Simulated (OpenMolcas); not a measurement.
# Re⁵⁺ among point charges: CASSCF and CASPT2 levels and susceptibility

Aim: the splitting of the states of Re⁵⁺ in the field of 4 point charges, its lowest levels with spin-orbit coupling and its magnetic susceptibility.

The numbers are computed with OpenMolcas 26.06 (state-averaged CASSCF and CASPT2, spin-orbit coupling by RASSI with atomic mean-field integrals), except any that are marked as measured or tabulated.

**1. The system**

| Property | Result |
| --- | --- |
| Species | Re⁵⁺ (rhenium, Z = 75, 70 electrons) |
| Basis | ANO-RCC-VTZP [8s7p5d3f2g1h], 104 functions |
| Scalar Hamiltonian | DKH2, point nucleus |
| Inactive shells | 1s 2s 2p 3s 3p 3d 4s 4p 4d 4f 5s 5p |
| Active space | 2 electrons in 5 orbitals (5d) |
| Some configurations of this space | 5d² |
| Orbitals | optimised for each spin and parity, averaged over all roots |

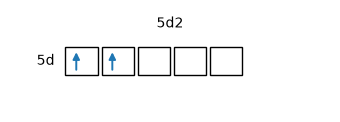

Outer shells as boxes.

The ion sits among 4 point charges of -2 e arranged as a tetrahedron (Td), 2.13 Å from the ion.

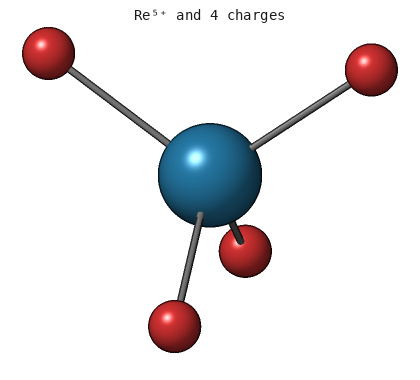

The ion and the point charges (red).

Each step is its own input file, run in one work folder so that later steps find the files of earlier ones. Labels, J, g values, rates, χT and fits are worked out afterwards by a script from the matrices that RASSI stores.

**2. GATEWAY and SEWARD: basis and integrals**

a.inp reads:

```
&GATEWAY
Coord
1

Re 0.0 0.0 0.0
Basis=ANO-RCC-VTZP
Group=NoSym
NoMove
AngMom=0.0 0.0 0.0
AMFI
XField
4 Angstrom 0
1.229756 1.229756 1.229756 -2.000000
1.229756 -1.229756 -1.229756 -2.000000
-1.229756 1.229756 -1.229756 -2.000000
-1.229756 -1.229756 1.229756 -2.000000
&SEWARD
```

Started as:

```console
$ OMP_NUM_THREADS=1 MOLCAS_MEM=1689 MOLCAS_PROJECT=a pymolcas a.inp > a.log
```

The program printed:

```text
Basis set label: RE.ANO-RCC...8S7P5D3F2G1H.

      Electronic valence basis set:
      ------------------
      Associated Effective Charge  75.000000 au
      Associated Actual Charge     75.000000 au
      Nuclear Model: Point charge

      Shell  nPrim  nBasis  Cartesian Spherical Contaminant
         s      24       8        X
         p      21       7        X
         d      15       5                 X
         f      11       3                 X
         g       4       2                 X
         h       2       1                 X
                  Relativistic Douglas-Kroll-Hess integrals:
                    - DKH order of Hamiltonian: 2
                    - DKH order of Properties : 0
                  Atomic mean-field integrals
```

**3. CASSCF: triplets, 10 roots**

a.inp reads:

```
&RASSCF
FileOrb=start.orb
Symmetry=1
Spin=3
nActEl=2 0 0
Inactive=34
Ras2=5
CIRoot=10 10 1
SDav=10
CIMx=300
Iter=120 100
PrWF=0.3
OrbListing=Nothing
MaxOrb=0
>>> COPY $Project.JobIph JOB001
```

start.orb holds the contracted functions of the basis, ordered by shell, or the orbitals of the step before.

The program printed (excerpt; [...] marks lines left out):

```text
[...]
      Number of active orbitals                  5
[...]
      Spin quantum number                      1.0
[...]
      Active orbitals                            5
[...]
      Number of CSFs                            10
      Number of root(s) required                10
[...]
      Convergence after  9 iterations
[...]
      Natural orbitals and occupation numbers for root  1
      sym 1:  -0.000000  -0.000000   1.000000  -0.000000   1.000000
      Natural orbitals and occupation numbers for root  2
      sym 1:   0.856743   0.143257   0.856743  -0.000000   0.143257
      Natural orbitals and occupation numbers for root  3
      sym 1:  -0.000000   0.088422   0.911578   0.911578   0.088422
::    RASSCF root number  1 Total energy: -16681.39216264
::    RASSCF root number  2 Total energy: -16681.37859788
::    RASSCF root number  3 Total energy: -16681.37859788
[...]
::    RASSCF root number  7 Total energy: -16681.36839172
::    RASSCF root number  8 Total energy: -16681.31596099
::    RASSCF root number  9 Total energy: -16681.31596099
::    RASSCF root number 10 Total energy: -16681.31596099
```

**4. Reference wave functions, singlets, 15 roots**

a.inp reads:

```
&RASSCF
FileOrb=start.orb
Symmetry=1
Spin=1
nActEl=2 0 0
Inactive=34
Ras2=5
CIRoot=15 15 1
SDav=15
CIMx=300
Iter=120 100
PrWF=0.3
OrbListing=Nothing
MaxOrb=0
>>> COPY $Project.JobIph JOB002
```

Started as:

```console
$ OMP_NUM_THREADS=1 MOLCAS_MEM=1689 MOLCAS_PROJECT=a pymolcas a.inp > a.log
```

The program printed (excerpt; [...] marks lines left out):

```text
[...]
      Number of active orbitals                  5
[...]
      Spin quantum number                      0.0
[...]
      Active orbitals                            5
[...]
      Number of CSFs                            15
      Number of root(s) required                15
[...]
      Convergence after  7 iterations
[...]
      Natural orbitals and occupation numbers for root  1
      sym 1:   0.166101   0.038746   0.875376   0.044401   0.875376
      Natural orbitals and occupation numbers for root  2
      sym 1:   0.000064   0.127420   0.875376   0.121765   0.875376
      Natural orbitals and occupation numbers for root  3
      sym 1:   0.772171   0.230960   0.769741   0.227099   0.000029
::    RASSCF root number  1 Total energy: -16681.33272744
::    RASSCF root number  2 Total energy: -16681.33272744
::    RASSCF root number  3 Total energy: -16681.32162345
[...]
::    RASSCF root number 12 Total energy: -16681.28907054
::    RASSCF root number 13 Total energy: -16681.28907054
::    RASSCF root number 14 Total energy: -16681.28907054
::    RASSCF root number 15 Total energy: -16681.17296242
```

**5. RASSI: spin-orbit coupling between the states**

a.inp reads:

```
&RASSI
NrOfJobIphs=2 10 15
1 2 3 4 5 6 7 8 9 10
1 2 3 4 5 6 7 8 9 10 11 12 13 14 15
IphNames
JOB001
JOB002
EJob
SpinOrbit
DIPRint=1.0
SOCoupling=1000.0
Subsets=2
Property=9
'ANGMOM' 1 'ANGMOM' 2 'ANGMOM' 3 'MLTPL  1' 1 'MLTPL  1' 2 'MLTPL  1' 3
'AMFI' 1 'AMFI' 2 'AMFI' 3
SOProperty=3
'ANGMOM' 1 'ANGMOM' 2 'ANGMOM' 3
```

Started as:

```console
$ OMP_NUM_THREADS=1 MOLCAS_MEM=1689 MOLCAS_PROJECT=a pymolcas a.inp > a.log
```

The program printed (excerpt; [...] marks lines left out):

```text
SPIN-FREE ENERGIES:
  (Shifted by EMIN (a.u.) =     -16681.3921626442)
 SF State       Relative EMIN(au)   Rel lowest level(eV)    D:o, cm**(-1)      L_eff
     1             0.0000000000        0.0000000000              0.0000         3.0
     2             0.0135647650        0.3691160604           2977.1218         3.0
     3             0.0135647650        0.3691160604           2977.1218         3.0
     4             0.0135647650        0.3691160604           2977.1218         3.0
     5             0.0237709239        0.6468397906           5217.1148         3.0
     6             0.0237709239        0.6468397906           5217.1148         3.0
     7             0.0237709239        0.6468397906           5217.1148         3.0
    11             0.0594352007        1.6173142016          13044.5188         2.3
    12             0.0594352007        1.6173142016          13044.5188         2.3
    13             0.0705391908        1.9194691659          15481.5629         2.1
[...]
Eigenvalues of complex Hamiltonian:
   -----------------------------------
  (Shifted by EMIN (a.u.) =     -16681.3921626442)
 SO State       Relative EMIN(au)   Rel lowest level(eV)    D:o, cm**(-1)     J-value
     1            -0.0330164779        0.0000000001              0.0000         1.7
     2            -0.0330164779        0.0000000000              0.0000         1.3
     3            -0.0330164779        0.0000000000              0.0000         1.8
     4            -0.0268275804        0.1684084817           1358.3060         1.8
     5            -0.0268275804        0.1684084818           1358.3060         1.3
     6             0.0044807189        1.0203507061           8229.6835         2.4
     7             0.0064083115        1.0728031734           8652.7411         2.4
     8             0.0064083115        1.0728031734           8652.7411         2.4
     9             0.0064083115        1.0728031734           8652.7411         2.4
    10             0.0075833352        1.1047771969           8910.6290         2.9
    11             0.0075833352        1.1047771968           8910.6290         2.1
[...]
```

These steps took 20 s in all on 1 thread, shared host.

States without spin-orbit coupling:

| state | degeneracy | E (cm-1) | free-ion L (%) |
| --- | --- | --- | --- |
| 3A2 | 1 | 0 | F (100) |
| 3T2 | 3 | 2977 | F (100) |
| 3T1 | 3 | 5217 | F (99) |
| 1E | 2 | 13045 | D (88) |
| 1T2 | 3 | 15482 | D (95) |
| 3T1 | 3 | 16724 | P (99) |
| 1A1 | 1 | 19758 | G (99) |
| 1T1 | 3 | 20600 | G (100) |
| 1E | 2 | 22059 | G (88) |
| 1T2 | 3 | 22626 | G (95) |
| 1A1 | 1 | 48109 | S (99) |

With spin-orbit coupling:

```tsv
E (cm-1)	Degeneracy	Label	2S+1
0.0	3	T2	3
1358	2	E	3
8230	1	A2	3
8653	3	T2	3
8911	3	T1	3
14556	3	T2	3
15835	2	E	3
15848	1	A1	3
16319	3	T1	3
18487	1	A1	3
18847	2	E	1
19458	3	T2	1
22023	3	T1	3
28595	2	E	1
28598	1	A1	1
29244	3	T1	1
30009	3	T2	1
31619	2	E	1
31834	3	T2	1
57854	1	A1	1
```

Powder χT (cm³ K/mol): 0.04 at 2 K, 0.04 at 5 K, 0.04 at 10 K, 0.04 at 20 K, 0.05 at 50 K, 0.07 at 100 K, 0.08 at 150 K, 0.10 at 200 K, 0.12 at 250 K, 0.13 at 300 K.

A ligand-field fit to the states below 45000 cm-1 gives 10Dq = -2950 cm-1, B = 869 cm-1 and C = 3603 cm-1 (C/B = 4.15), with a deviation of 16 cm-1.

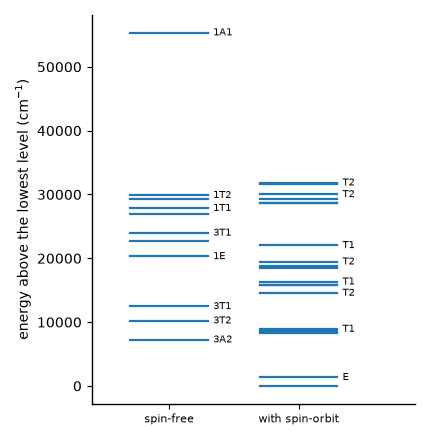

The states in the field without (left) and with (right) spin-orbit coupling.

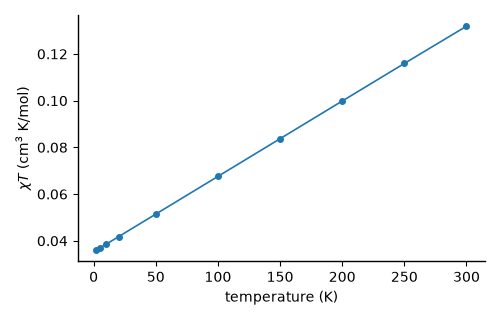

χT against temperature.

Orbitals of the lowest block (energies include the constant potential of the surroundings):

| shell | space | energy (hartree) | mean occupation | ⟨r²⟩ (bohr²) |
| --- | --- | --- | --- | --- |
| 1s | inactive | -2643.2029 | 2.000 | 0.000416 |
| 2s | inactive | -464.1080 | 2.000 | 0.00679 |
| 2p | inactive | -406.7563 | 6.000 | 0.00563 |
| 3s | inactive | -110.0017 | 2.000 | 0.0443 |
| 3p | inactive | -92.6746 | 6.000 | 0.0450 |
| 3d | inactive | -72.1714 | 10.000 | 0.0377 |
| 4s | inactive | -24.3894 | 2.000 | 0.220 |
| 4p | inactive | -18.5708 | 6.000 | 0.248 |
| 4d | inactive | -10.9588 | 10.000 | 0.290 |
| 4f | inactive | -2.4857 | 14.000 | 0.398 |
| 5s | inactive | -3.9123 | 2.000 | 1.21 |
| 5p | inactive | -2.2743 | 6.000 | 1.55 |
| 5d | RAS2 |  | 2.000 | 2.75 |

**6. CASPT2: IPEA 0.25, imaginary shift 0.1 (closed shells correlated: 4f 5s 5p)**

a.inp reads:

```
>>> COPY JOB001 $Project.JobIph
&CASPT2
Multistate=10 1 2 3 4 5 6 7 8 9 10
NoMult
Frozen=23
IPEA=0.25
Imaginary=0.1
MaxIter=60
WThr=0.0 0.3 0.05
PrWF=0.5
NoMix
>>> COPY JOB002 $Project.JobIph
&CASPT2
Multistate=15 1 2 3 4 5 6 7 8 9 10 11 12 13 14 15
NoMult
Frozen=23
IPEA=0.25
Imaginary=0.1
MaxIter=60
WThr=0.0 0.3 0.05
PrWF=0.5
NoMix
```

Started as:

```console
$ OMP_NUM_THREADS=1 MOLCAS_MEM=1689 MOLCAS_PROJECT=a pymolcas a.inp > a.log
```

The program printed:

```text
Orbital specifications:
      -----------------------

      Symmetry species                           1
                                                 a
      Frozen orbitals                           23
      Inactive orbitals                         11
      Active orbitals                            5
      Secondary orbitals                        65
      Deleted orbitals                           0
      Number of basis functions                104
Type of calculation                        SS-CASPT2
      Fock operator                              state-specific
      IPEA shift                                 0.25
      Real shift                                 0.00
      Imaginary shift                            0.10
      The input orbitals will be transformed to quasi-canonical
Reference energy:      -16681.3921626442
      E2 (Non-variational):      -1.0570191834
      Shift correction:          -0.0000989717
      E2 (Variational):          -1.0571181551
      Total energy:          -16682.4492807993
      Residual norm:              0.0000001647
      Reference weight:           0.92317
      Contributions to the CASPT2 correlation energy
      Active & Virtual Only:         -0.0038037060
      One Inactive Excited:          -0.1233485461
      Two Inactive Excited:          -0.9298669313
Reference energy:      -16681.3785978791
      E2 (Non-variational):      -1.0590597274
      Shift correction:          -0.0001017187
      E2 (Variational):          -1.0591614461
      Total energy:          -16682.4377593252
      Residual norm:              0.0000003219
      Reference weight:           0.92254
      Contributions to the CASPT2 correlation energy
      Active & Virtual Only:         -0.0041231388
      One Inactive Excited:          -0.1246938563
      Two Inactive Excited:          -0.9302427324
::    CASPT2 Root  1     Total energy: -16682.44928080
::    CASPT2 Root  2     Total energy: -16682.43775933
::    CASPT2 Root  3     Total energy: -16682.43718134
::    CASPT2 Root  4     Total energy: -16682.43786609
::    CASPT2 Root  5     Total energy: -16682.42830697
::    CASPT2 Root  6     Total energy: -16682.42833046
::    CASPT2 Root  7     Total energy: -16682.42776918
::    CASPT2 Root  8     Total energy: -16682.38379098
::    CASPT2 Root  9     Total energy: -16682.38412634
::    CASPT2 Root 10     Total energy: -16682.38366158
Orbital specifications:
      -----------------------

      Symmetry species                           1
                                                 a
      Frozen orbitals                           23
      Inactive orbitals                         11
      Active orbitals                            5
      Secondary orbitals                        65
      Deleted orbitals                           0
      Number of basis functions                104
Type of calculation                        SS-CASPT2
      Fock operator                              state-specific
      IPEA shift                                 0.25
      Real shift                                 0.00
      Imaginary shift                            0.10
      The input orbitals will be transformed to quasi-canonical
Reference energy:      -16681.3327274435
      E2 (Non-variational):      -1.0698902210
      Shift correction:          -0.0002188565
      E2 (Variational):          -1.0701090775
      Total energy:          -16682.4028365210
      Residual norm:              0.0000006897
      Reference weight:           0.91602
      Contributions to the CASPT2 correlation energy
      Active & Virtual Only:         -0.0143525535
      One Inactive Excited:          -0.1213323656
      Two Inactive Excited:          -0.9342053019
Reference energy:      -16681.3327274435
      E2 (Non-variational):      -1.0699592069
      Shift correction:          -0.0002189001
      E2 (Variational):          -1.0701781071
      Total energy:          -16682.4029055506
      Residual norm:              0.0000006880
      Reference weight:           0.91600
      Contributions to the CASPT2 correlation energy
      Active & Virtual Only:         -0.0143525276
      One Inactive Excited:          -0.1213346462
      Two Inactive Excited:          -0.9342720332
::    CASPT2 Root  1     Total energy: -16682.40283652
::    CASPT2 Root  2     Total energy: -16682.40290555
::    CASPT2 Root  3     Total energy: -16682.39382154
::    CASPT2 Root  4     Total energy: -16682.39464514
::    CASPT2 Root  5     Total energy: -16682.39464971
::    CASPT2 Root  6     Total energy: -16682.37223295
::    CASPT2 Root  7     Total energy: -16682.36818129
::    CASPT2 Root  8     Total energy: -16682.36669552
::    CASPT2 Root  9     Total energy: -16682.36848433
::    CASPT2 Root 10     Total energy: -16682.36054298
::    CASPT2 Root 11     Total energy: -16682.36051041
::    CASPT2 Root 12     Total energy: -16682.35874259
::    CASPT2 Root 13     Total energy: -16682.35877456
::    CASPT2 Root 14     Total energy: -16682.35846863
::    CASPT2 Root 15     Total energy: -16682.26133563
```

This run: 56 s of run time, 1 thread, shared host.

SS-CASPT2: lowest energy less the reference's lowest, -1.0571 hartree; reference weights 0.913 to 0.923.

Spin-free states, with their symmetry labels:

| state | degeneracy | E (cm-1) | free-ion L (%) |
| --- | --- | --- | --- |
| 3A2 | 1 | 0 | F (100) |
| 3T2 | 3 | 2563 | F (100) |
| 3T1 | 3 | 4641 | F (99) |
| 1E | 2 | 10186 | D (88) |
| 1T2 | 3 | 12051 | D (95) |
| 3T1 | 3 | 14358 | P (99) |
| 1A1 | 1 | 16910 | G (99) |
| 1T1 | 3 | 17886 | G (100) |
| 1E | 2 | 19479 | G (88) |
| 1T2 | 3 | 19889 | G (95) |
| 1A1 | 1 | 41249 | S (99) |

With spin-orbit coupling:

```tsv
E (cm-1)	Degeneracy	Label	2S+1
0	3	T2	3
1100	2	E	3
8350	1	A2	3
8800	3	T2	3
8990	3	T1	3
14540	1	A1	3
14560	3	T2	3
15650	2	E	3
16040	3	T1	3
16940	2	E	1
17250	3	T2	1
17250	1	A1	3
20200	3	T1	3
26650	1	A1	1
26720	2	E	3
27340	3	T1	1
27880	3	T2	1
29730	3	T2	1
29740	2	E	1
51840	1	A1	1
```

Powder χT (cm³ K/mol): 0.05 at 2 K, 0.05 at 5 K, 0.05 at 10 K, 0.06 at 20 K, 0.07 at 50 K, 0.09 at 100 K, 0.11 at 150 K, 0.13 at 200 K, 0.14 at 250 K, 0.16 at 300 K.

**7. The methods side by side**

A. CASSCF
B. SS-CASPT2, IPEA 0.25, imaginary shift 0.1 (closed shells correlated: 4f 5s 5p)

| method | ground state | first state of that spin (cm-1) | first gap with spin-orbit (cm-1) | χT at 300 K |
| --- | --- | --- | --- | --- |
| A | 3A2 | 3T2 2977 | 1358.3 | 0.13 |
| B | 3A2 | 3T2 2563 | 1098.9 | 0.16 |

**8. Results**

| quantity | value |
| --- | --- |
| method | SS-CASPT2, IPEA 0.25, imaginary shift 0.1 (closed shells correlated: 4f 5s 5p) |
| spin-free ground state | 3A2, 1-fold in its orbital part |
| first state of the same spin within the active space | 3T2 at 2560 cm⁻¹ |
| lowest level | 3-fold T2 |
| next level | 1098.9 cm⁻¹ |
| χT at 300 K | 0.16 cm³ K/mol |
| effective moment at 300 K | 1.14 μB |

Cost by method:

| method | time of its own steps | time with the reference |
| --- | --- | --- |
| A. CASSCF | 20 s | 20 s |
| B. SS-CASPT2, IPEA 0.25, imaginary shift 0.1, +4f 5s 5p | 56 s | 76 s |

Times are of one thread on a shared host.

In words: The spin-free ground state (3A2) comes to 100 % from free-ion F terms and keeps the highest spin of the shell. χT at 300 K is 0.16, against 1.00 cm³ K/mol for the spin alone, so spin-orbit coupling lowers it. CASPT2 does not keep the components of a term degenerate, and the means are used. The field of point charges can differ much from that of real complexes. This is an electrostatic model: the charges have no orbitals.
